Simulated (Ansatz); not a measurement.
```
CELL_PARAMETERS angstrom
2.32273 2.32364 4.63516
11.60224 -11.59953 -0.00368
2.32670 2.32470 -4.63768
ATOMIC_POSITIONS crystal
C 0.26025 0.45284 0.00036
C 0.76025 0.95284 0.00036
C 0.26041 0.54740 0.50061
C 0.76041 0.04740 0.50061
C 0.24014 0.04747 0.99952
C 0.74014 0.54747 0.99952
C 0.25522 0.64757 0.00525
C 0.75522 0.14757 0.00525
C 0.25018 0.25014 0.99998
C 0.75018 0.75014 0.99998
C 0.25501 0.35267 0.50517
C 0.75501 0.85267 0.50517
C 0.24504 0.85275 0.99463
C 0.74504 0.35275 0.99463
C 0.23996 0.95290 0.49932
C 0.73996 0.45290 0.49932
C 0.24521 0.14761 0.49466
C 0.74521 0.64761 0.49466
C 0.25017 0.75015 0.50000
C 0.75017 0.25015 0.50000
Ti 0.00000 0.95135 0.75000
Ti 0.50000 0.45135 0.75000
Ti 0.00032 0.04897 0.25011
Ti 0.50032 0.54897 0.25011
Zr 0.00028 0.54929 0.74999
Zr 0.50028 0.04929 0.74999
Zr 0.00026 0.14803 0.75003
Zr 0.50026 0.64803 0.75003
Zr 0.00012 0.75051 0.75003
Zr 0.50012 0.25051 0.75003
Zr 0.99999 0.85229 0.24993
Zr 0.49999 0.35229 0.24993
Zr 0.99995 0.35187 0.74988
Zr 0.49995 0.85187 0.74988
Zr 0.00001 0.45102 0.24995
Zr 0.50001 0.95102 0.24995
Zr 0.00029 0.64844 0.25001
Zr 0.50029 0.14844 0.25001
Zr 0.00017 0.24981 0.24994
Zr 0.50017 0.74981 0.24994
```

Space group C2/c; a generated structure, not necessarily the stable one; computed without spin polarisation.

Level of theory: DFT PBE, scalar-relativistic, plane waves, PAW (Ansatz 0.2.0).

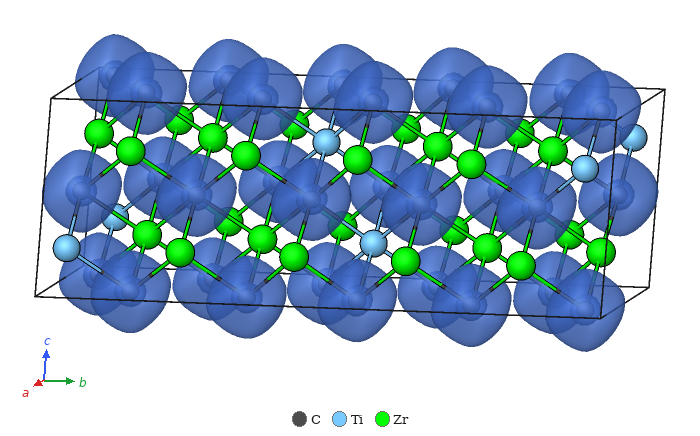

Zr4TiC5. Isosurface of the ELF at 0.6 (blue), seen slightly off an axis. Core shells and regions of very low density are left out. Sticks mark near contacts.

Where are the electrons localised?

Answer. The ELF exceeds this value in 20 regions wrapped around C (the valence shell of each), counted in one cell of 40 atoms. Regions shared between cells count once.

Values along the shortest contacts:
Ti–C (2.25 Å): the ELF peaks at about 0.80 in the valence shell of C, 0.7 Å from its nucleus, and is about 0.30 at the midpoint. Zr–C (2.30 Å): the ELF peaks at about 0.80 in the valence shell of C, 0.7 Å from its nucleus, and drops to about 0.25 between the two atoms: no localised pair shows between them.
